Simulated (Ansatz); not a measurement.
# Geometry relaxation, with input and output: C₂H₈Si

C₂H₈Si, computed with RKS PBE/def2-SVP (Ansatz 0.2.0).

The input holds or restrains some coordinates. It belongs to a series of runs on one base structure; here: pulled along the bonds that form and break, towards end A.

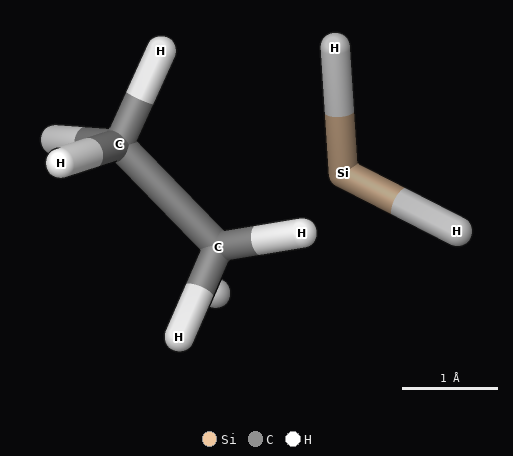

**Figure 1.** The structure as given in the input (stick view, seen at a tilt). Bond lengths as drawn: C–C 1.52 Å, C–H 1.08 to 1.10 Å and H–Si 1.46 to 1.47 Å.

## Key numbers

| quantity | value |
| --- | --- |
| outcome | converged under the restraints of the input |
| total energy | −10070.2279 eV |
| mean-field energy | −10070.2279 eV |
| largest force (length of the vector) at the end, held atoms and coordinates included | 1.626 eV/Å |
| hardware | 2 threads of Arm Neoverse V1, 24 GiB of memory available, shared host |
| wall time | 14 s (CPU time 27 s) |
| peak memory | 0.11 GiB |

## The input
```yaml
crystal:
  periodic: [false, false, false]
  atoms:
    - { symbol: Si, position_ang: [-1.3591, 1.0987, 0.5309] }
    - { symbol: C, position_ang: [0.3982, 0.2734, -0.483] }
    - { symbol: C, position_ang: [0.3928, -1.1973, -0.1156] }
    - { symbol: H, position_ang: [-0.7631, 0.6067, -1.1685] }
    - { symbol: H, position_ang: [-0.7133, 2.3923, 0.7835] }
    - { symbol: H, position_ang: [-1.0433, 0.2819, 1.697] }
    - { symbol: H, position_ang: [0.9171, 0.894, 0.2283] }
    - { symbol: H, position_ang: [0.9964, 0.3948, -1.3992] }
    - { symbol: H, position_ang: [1.3222, -1.6789, -0.4212] }
    - { symbol: H, position_ang: [-0.4273, -1.7175, -0.6072] }
    - { symbol: H, position_ang: [0.2795, -1.3481, 0.9549] }
basis:
  gaussian: { orbitals: def2-SVP }
hamiltonian:
  xc: pbe
relax:
  f_tol: 0.15
  max_steps: 25
  restrain:
    - { distance: [3, 1], at: 2.37, k: 30.0 }
    - { distance: [0, 1], at: 1.87, k: 30.0 }
    - { distance: [0, 3], at: 1.42, k: 30.0 }
```

Launch command:
```bash
ansatz run input.yaml --threads 2 --pin off --max-ram 3072MiB --backend cpu --events-out ev --progress --plain --runs-dir out
```

## Output
```
The last accepted step is kept in [file] (removed where the run ends without a failure and the disk answers)
Engine: ansatz 0.2.0, aarch64-unknown-linux-gnu
Functional definition: PBE
  parameter kappa = 0.804
  parameter beta = 0.06672455060314922
  exchange = pbe_x(kappa = kappa, mu = beta*pi^2/3)
  correlation = pbe_c(beta = beta)
976 factors; their error is unknown
mean field evaluation 1: about -10058.7146 eV, gradient 5.7e1 eV
mean field evaluation 2: about -10042.7895 eV, gradient 9.1e1 eV
mean field evaluation 4: about -10066.8797 eV, gradient 8.9e0 eV
mean field evaluation 8: about -10067.1687 eV, gradient 1.1e-1 eV
mean field evaluation 16: about -10067.1111 eV, gradient 2.2e-4 eV
mean field -10067.11112398 eV, -369.9595100734 hartree, gradient 5.2e-5 eV, S^2 0.000000; 0 other end points of the search recorded, 0 dependent functions left out
the calculation of the forces begins
reference -10067.11115791 eV, -369.9595113200 hartree; 17, 17 occupied and 69, 69 virtual orbitals, 976 factors
relax step   1: F+E_penalty+E_count = -10067.11112398 eV  Δ(F+E_penalty+E_count) = +0.000e0 eV  max|allowed force component| = 2.612e0 eV/Å  E_restraint = 18.96625339 eV  max|allowed force component, restraints' pulls added| = 2.768e1 eV/Å  Δτ_max = 0.0000 Å  (27 SCF iters, accepted)
  distance H 3 - C 1 = 1.3891 Å
  distance Si 0 - C 1 = 2.1903 Å
  distance Si 0 - H 3 = 1.8669 Å
these checks for a lower state are left out or cut short: starts, cluster_reference, orbital_swaps, neighbouring_geometries, increment
976 factors; their error is unknown
mean field -10067.07134664 eV, -369.9580482830 hartree, gradient 5.7e-6 eV, S^2 0.000000; 0 other end points of the search recorded, 0 dependent functions left out
[... from here on the field's lines of each further geometry are left out, up to the last ...]
relax step   2: F+E_penalty+E_count = -10067.07134664 eV  Δ(F+E_penalty+E_count) = +3.978e-2 eV  max|allowed force component| = 2.296e0 eV/Å  E_restraint = 9.15298021 eV  max|allowed force component, restraints' pulls added| = 1.987e1 eV/Å  Δτ_max = 0.1949 Å  (35 SCF iters, accepted)
relax step   3: F+E_penalty+E_count = -10067.35732662 eV  Δ(F+E_penalty+E_count) = -2.860e-1 eV  max|allowed force component| = 2.904e0 eV/Å  E_restraint = 3.32195596 eV  max|allowed force component, restraints' pulls added| = 1.211e1 eV/Å  Δτ_max = 0.1950 Å  (34 SCF iters, accepted)
relax step   4: F+E_penalty+E_count = -10068.10699610 eV  Δ(F+E_penalty+E_count) = -7.497e-1 eV  max|allowed force component| = 2.274e0 eV/Å  E_restraint = 0.72494717 eV  max|allowed force component, restraints' pulls added| = 5.897e0 eV/Å  Δτ_max = 0.1949 Å  (33 SCF iters, accepted)
relax step   5: F+E_penalty+E_count = -10069.22859442 eV  Δ(F+E_penalty+E_count) = -1.122e0 eV  max|allowed force component| = 1.606e0 eV/Å  E_restraint = 0.09649701 eV  max|allowed force component, restraints' pulls added| = 2.608e0 eV/Å  Δτ_max = 0.1948 Å  (32 SCF iters, accepted)
relax step   6: F+E_penalty+E_count = -10069.90999766 eV  Δ(F+E_penalty+E_count) = -6.814e-1 eV  max|allowed force component| = 1.460e0 eV/Å  E_restraint = 0.07409863 eV  max|allowed force component, restraints' pulls added| = 1.543e0 eV/Å  Δτ_max = 0.1949 Å  (27 SCF iters, accepted)
relax step   7: F+E_penalty+E_count = -10070.16374757 eV  Δ(F+E_penalty+E_count) = -2.537e-1 eV  max|allowed force component| = 1.473e0 eV/Å  E_restraint = 0.05262214 eV  max|allowed force component, restraints' pulls added| = 4.033e-1 eV/Å  Δτ_max = 0.1995 Å  (26 SCF iters, accepted)
relax step   8: F+E_penalty+E_count = -10070.22340585 eV  Δ(F+E_penalty+E_count) = -5.966e-2 eV  max|allowed force component| = 1.446e0 eV/Å  E_restraint = 0.03671155 eV  max|allowed force component, restraints' pulls added| = 1.600e-1 eV/Å  Δτ_max = 0.1999 Å  (27 SCF iters, accepted)
relax step   9: F+E_penalty+E_count = -10070.22191298 eV  Δ(F+E_penalty+E_count) = +1.493e-3 eV  max|allowed force component| = 1.438e0 eV/Å  E_restraint = 0.03127394 eV  max|allowed force component, restraints' pulls added| = 1.543e-1 eV/Å  Δτ_max = 0.1415 Å  (27 SCF iters, accepted)
the calculation of the forces begins
reference -10070.22787082 eV, -370.0740484070 hartree; 17, 17 occupied and 69, 69 virtual orbitals, 976 factors
relax step  10: F+E_penalty+E_count = -10070.22783701 eV  Δ(F+E_penalty+E_count) = -5.924e-3 eV  max|allowed force component| = 1.423e0 eV/Å  E_restraint = 0.02888888 eV  max|allowed force component, restraints' pulls added| = 2.808e-2 eV/Å  Δτ_max = 0.0752 Å  (28 SCF iters, accepted)
  distance H 3 - C 1 = 2.4082 Å
  distance Si 0 - C 1 = 1.8684 Å
  distance Si 0 - H 3 = 1.4415 Å
976 factors; their error is unknown
mean field evaluation 96: about -10070.2277 eV, gradient 2.3e-1 eV
```

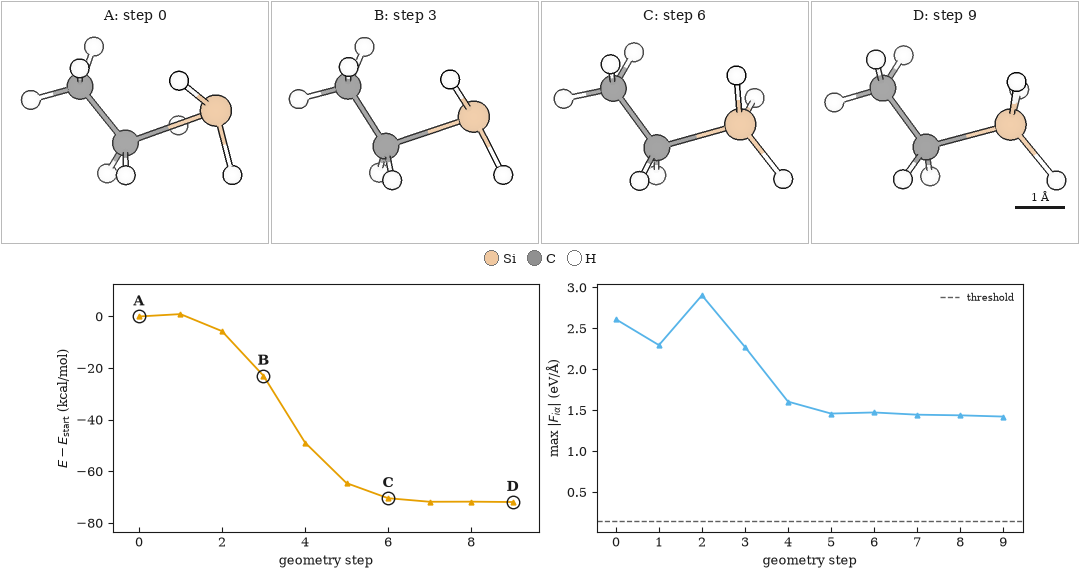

**Figure 2.** Frames of the restrained relaxation (ball-and-stick view, seen at a tilt) above the curves, on which the letters mark them (the first geometry is step 0 here and step 1 in the log).

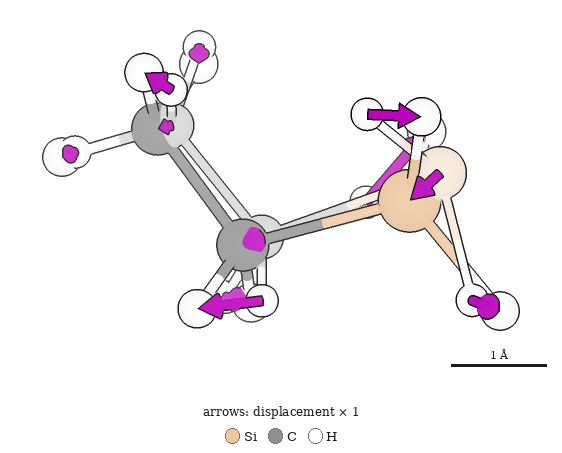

**Figure 3.** Start (faint) and end (solid) with the displacements as pink arrows, at true length (ball-and-stick view, seen at a tilt). The two geometries are laid on each other by the best rigid fit. The largest move after the best rigid fit is that of H4, 1.03 Å. Largest moves by element: H 1.03 Å, Si 0.45 Å, C 0.41 Å. Distances before and after: Si1–H4 1.867 → 1.442 Å, Si1–C2 2.190 → 1.868 Å, Si1–H6 1.458 → 1.504 Å, Si1–H5 1.468 → 1.506 Å. New bonds form: Si1–H4 (1.87 → 1.44 Å). Among the angles that change: Si1–C2–H8 141.2° → 105.0°, Si1–C2–H7 82.2° → 113.5°, C2–Si1–H6 89.2° → 114.5°. Over 9 geometry steps the energy falls by 71.9 kcal/mol. The largest force component goes from 2.6 to 1.4 eV/Å. (Atoms are counted from 1 in the order of the input.)

```
mean field -10070.22783701 eV, -370.0740471645 hartree, gradient 1.4e-5 eV, S^2 0.000000; 1 other end points of the search recorded, 0 dependent functions left out
the calculation of the forces begins
reference -10070.22787082 eV, -370.0740484070 hartree; 17, 17 occupied and 69, 69 virtual orbitals, 976 factors
Total energy: -10070.22787082 eV, -370.0740484070 hartree
Atom 0 at    -0.945202     1.103083     0.339896 Å, force     0.378668     0.262556     0.459565 eV/Å
Atom 1 at     0.646197     0.252330    -0.144453 Å, force     1.072966    -0.070242     0.305849 eV/Å
Atom 2 at     0.519991    -1.277776    -0.169570 Å, force    -0.026894    -0.000463     0.012727 eV/Å
Atom 3 at    -1.670119     0.504774    -0.753059 Å, force    -1.423318    -0.164182    -0.769017 eV/Å
Atom 4 at    -0.913371     2.605447     0.245614 Å, force     0.017382    -0.026439     0.003149 eV/Å
Atom 5 at    -1.489000     0.691258     1.680450 Å, force    -0.015683    -0.006933     0.007576 eV/Å
Atom 6 at     1.515397     0.545208     0.485417 Å, force    -0.005029     0.011932    -0.004670 eV/Å
Atom 7 at     0.878526     0.636011    -1.162601 Å, force     0.001992     0.003739    -0.011288 eV/Å
Atom 8 at     1.440849    -1.759974    -0.556864 Å, force     0.013079     0.003789    -0.009480 eV/Å
Atom 9 at    -0.322214    -1.613005    -0.810505 Å, force    -0.007260     0.001598    -0.008433 eV/Å
Atom 10 at     0.339047    -1.687357     0.845576 Å, force    -0.005903    -0.015355     0.014021 eV/Å
Dipole moment:     0.127575    -0.041734    -0.006605 e Å
```

## Trajectory as extended XYZ (Å, eV, eV/Å), 10 frames, from step=1 to step=10
```
11
Properties=species:S:1:pos:R:3:forces:R:3 step=1 energy=-10067.11112
Si   -1.3591    1.0987    0.5309   -2.6118   0.4119  -1.9413
C     0.3982    0.2734   -0.4830   -0.1570  -1.0445  -1.7933
C     0.3928   -1.1973   -0.1156    0.1415   0.2089  -0.1399
H    -0.7631    0.6067   -1.1685    1.2018   0.0579   2.5519
H    -0.7133    2.3923    0.7835    0.6652   0.7289   0.2635
H    -1.0433    0.2819    1.6970    0.6293  -0.5946   0.7727
H     0.9171    0.8940    0.2283    0.3273   0.7179   0.5421
H     0.9964    0.3948   -1.3992   -0.0515   0.3383  -0.4366
H     1.3222   -1.6789   -0.4212    0.5158  -0.3023  -0.2140
H    -0.4273   -1.7175   -0.6072   -0.5442  -0.4266  -0.2674
H     0.2795   -1.3481    0.9549   -0.1165  -0.0957   0.6622
11
Properties=species:S:1:pos:R:3:forces:R:3 step=2 energy=-10067.07135
Si   -1.2955    1.0544    0.4182   -0.6420   0.4086  -1.4257
C     0.4801    0.2508   -0.4059   -0.3173  -0.7871  -2.2960
C     0.3988   -1.2079   -0.1090    0.5118   0.0198   0.3454
H    -0.9451    0.6764   -1.1679   -0.4328   0.1903   1.8475
H    -0.7087    2.3921    0.7824   -0.0310   0.1885  -0.1977
H    -1.0385    0.2818    1.6918   -0.2028  -0.3108  -0.3096
H     0.9386    0.9108    0.2536    1.8488   0.9966   1.6642
H     0.9951    0.3975   -1.3936   -0.6983   0.3582   0.1486
H     1.3281   -1.6849   -0.4226    0.4733  -0.5372  -0.1725
H    -0.4315   -1.7187   -0.6096   -0.4293  -0.1621  -0.2532
H     0.2787   -1.3523    0.9626   -0.0804  -0.3647   0.6490
11
Properties=species:S:1:pos:R:3:forces:R:3 step=3 energy=-10067.35733
Si   -1.2210    1.0237    0.3315    1.0374   0.3843  -0.3199
C     0.5683    0.2260   -0.3406   -1.3234   0.0675  -2.9043
C     0.4094   -1.2145   -0.0997    0.7413  -0.5641   0.6118
H    -1.1299    0.7373   -1.1801   -1.3093   0.1075   0.7283
H    -0.7152    2.3929    0.7751   -0.4221  -0.0217  -0.4716
H    -1.0503    0.2782    1.6780   -0.7446  -0.1551  -0.8752
H     0.9821    0.9258    0.2877    2.5778   1.0557   2.1867
H     0.9788    0.4030   -1.3873   -0.7313   0.3062   0.6712
H     1.3343   -1.6956   -0.4242    0.4029  -0.7755  -0.0887
H    -0.4351   -1.7165   -0.6123   -0.1905   0.1630  -0.1614
H     0.2785   -1.3602    0.9719   -0.0382  -0.5678   0.6230
11
Properties=species:S:1:pos:R:3:forces:R:3 step=4 energy=-10068.10700
Si   -1.1142    1.0011    0.2736    1.8096   0.2704   0.0612
C     0.6148    0.2214   -0.3093   -1.4581   1.2643  -1.7765
C     0.4268   -1.2236   -0.0880    0.8025  -0.7929   0.5934
H    -1.3177    0.7858   -1.1994   -1.7867   0.1169   0.3004
H    -0.7311    2.3979    0.7583   -0.5340  -0.0312  -0.5313
H    -1.0815    0.2703    1.6512   -0.9714  -0.0423  -0.9928
H     1.0543    0.9402    0.3349    2.2736  -0.0773   1.3196
H     0.9587    0.4133   -1.3698   -0.4850   0.3246   0.6302
H     1.3440   -1.7202   -0.4251    0.2616  -0.7873   0.0347
H    -0.4342   -1.7075   -0.6131    0.0460   0.3415  -0.0488
H     0.2802   -1.3787    0.9865    0.0419  -0.5866   0.4099
11
Properties=species:S:1:pos:R:3:forces:R:3 step=5 energy=-10069.22859
Si   -1.0010    1.0069    0.2342    0.7564   0.2323   0.2421
C     0.6268    0.2451   -0.3038   -0.3125   0.8383  -0.2801
C     0.4606   -1.2331   -0.0757    0.4402  -0.4437   0.2901
H    -1.5075    0.8114   -1.1641   -1.6060   0.1747   0.3733
H    -0.7685    2.4263    0.7242   -0.3637   0.0041  -0.4471
H    -1.1697    0.2628    1.5967   -0.7609   0.1576  -0.9574
H     1.1895    0.9004    0.3719    1.4911  -0.7701   0.3520
H     0.9369    0.4447   -1.3531   -0.1763   0.3236   0.1814
H     1.3598   -1.7665   -0.4215    0.1568  -0.4658   0.0895
H    -0.4197   -1.6840   -0.6097    0.2408   0.3190   0.0395
H     0.2931   -1.4139    1.0008    0.1341  -0.3701   0.1168
11
Properties=species:S:1:pos:R:3:forces:R:3 step=6 energy=-10069.91000
Si   -0.9652    1.0529    0.2397    0.3041  -0.0482   0.6634
C     0.6267    0.2644   -0.3044    1.0398   0.3761   0.8238
C     0.4968   -1.2398   -0.0723   -0.0147  -0.1309  -0.0103
H    -1.6107    0.8017   -1.0544   -1.4600   0.1693  -0.1858
H    -0.8139    2.4952    0.6654   -0.1920  -0.0222  -0.2638
H    -1.3129    0.2623    1.5265   -0.3665   0.3517  -0.7044
H     1.3511    0.7917    0.3778    0.3681  -0.7305  -0.3946
H     0.9112    0.4875   -1.3515   -0.0796   0.1955   0.0263
H     1.3814   -1.8044   -0.4215    0.1005  -0.1096   0.0362
H    -0.3913   -1.6582   -0.6079    0.1677   0.0779   0.0118
H     0.3270   -1.4532    1.0025    0.1327  -0.1290  -0.0026
11
Properties=species:S:1:pos:R:3:forces:R:3 step=7 energy=-10070.16375
Si   -0.9493    1.0848    0.2922    0.3435   0.0433   0.2611
C     0.6306    0.2624   -0.2493    1.3650   0.0780   0.7219
C     0.5236   -1.2576   -0.1131   -0.2673  -0.0906  -0.0527
H    -1.6626    0.6915   -0.9023   -1.4735   0.0283  -0.6658
H    -0.8616    2.5691    0.4863   -0.0459   0.0744  -0.0408
H    -1.4217    0.4220    1.5564   -0.1799   0.0642  -0.0106
H     1.4280    0.6558    0.4301    0.1843  -0.2103  -0.3039
H     0.9044    0.5551   -1.2853   -0.0765   0.1227   0.0664
H     1.4129   -1.8102   -0.4820    0.0287   0.0939   0.0287
H    -0.3559   -1.6363   -0.6788    0.0431  -0.0845  -0.0341
H     0.3516   -1.5366    0.9456    0.0784  -0.1193   0.0296
11
Properties=species:S:1:pos:R:3:forces:R:3 step=8 energy=-10070.22341
Si   -0.9364    1.0958    0.3200    0.3836   0.1897   0.5575
C     0.6594    0.2699   -0.1853    1.0597  -0.1513   0.3296
C     0.5055   -1.2632   -0.1551    0.0699   0.0581   0.0256
H    -1.6658    0.5298   -0.7848   -1.4463  -0.1276  -0.8030
H    -0.9271    2.6000    0.3211   -0.0055  -0.0093  -0.0216
H    -1.4346    0.5765    1.6456   -0.0351   0.0719  -0.0408
H     1.5111    0.5804    0.4628    0.0128  -0.0714  -0.0756
H     0.9115    0.6301   -1.2084   -0.0418  -0.0270   0.0431
H     1.4183   -1.7901   -0.5084   -0.0267   0.0688   0.0291
H    -0.3379   -1.6164   -0.7849   -0.0106   0.0562  -0.0420
H     0.2962   -1.6129    0.8773    0.0400  -0.0582  -0.0020
11
Properties=species:S:1:pos:R:3:forces:R:3 step=9 energy=-10070.22191
Si   -0.9607    1.1149    0.3335    0.4128   0.0502   0.5069
C     0.6195    0.2452   -0.1502    1.1386  -0.0829   0.3004
C     0.5232   -1.2879   -0.1564    0.0964  -0.0374  -0.1218
H    -1.6849    0.5619   -0.7828   -1.4385  -0.0898  -0.8015
H    -0.8508    2.6081    0.2872   -0.0446   0.1053  -0.0127
H    -1.5333    0.6771    1.6581    0.0105   0.0288  -0.0469
H     1.4868    0.5652    0.4680    0.0212  -0.0540   0.0780
H     0.8700    0.6178   -1.1691   -0.1153  -0.0013  -0.0204
H     1.4493   -1.7387   -0.5722   -0.0130  -0.0130   0.0187
H    -0.3178   -1.6631   -0.7817    0.0047   0.0817   0.0916
H     0.3987   -1.7006    0.8656   -0.0728   0.0124   0.0077
11
Properties=species:S:1:pos:R:3:forces:R:3 step=10 energy=-10070.22784
Si   -0.9452    1.1031    0.3399    0.3787   0.2626   0.4596
C     0.6462    0.2523   -0.1445    1.0730  -0.0702   0.3058
C     0.5200   -1.2778   -0.1696   -0.0269  -0.0005   0.0127
H    -1.6701    0.5048   -0.7531   -1.4233  -0.1642  -0.7690
H    -0.9134    2.6054    0.2456    0.0174  -0.0264   0.0031
H    -1.4890    0.6913    1.6804   -0.0157  -0.0069   0.0076
H     1.5154    0.5452    0.4854   -0.0050   0.0119  -0.0047
H     0.8785    0.6360   -1.1626    0.0020   0.0037  -0.0113
H     1.4408   -1.7600   -0.5569    0.0131   0.0038  -0.0095
H    -0.3222   -1.6130   -0.8105   -0.0073   0.0016  -0.0084
H     0.3390   -1.6874    0.8456   -0.0059  -0.0154   0.0140
```
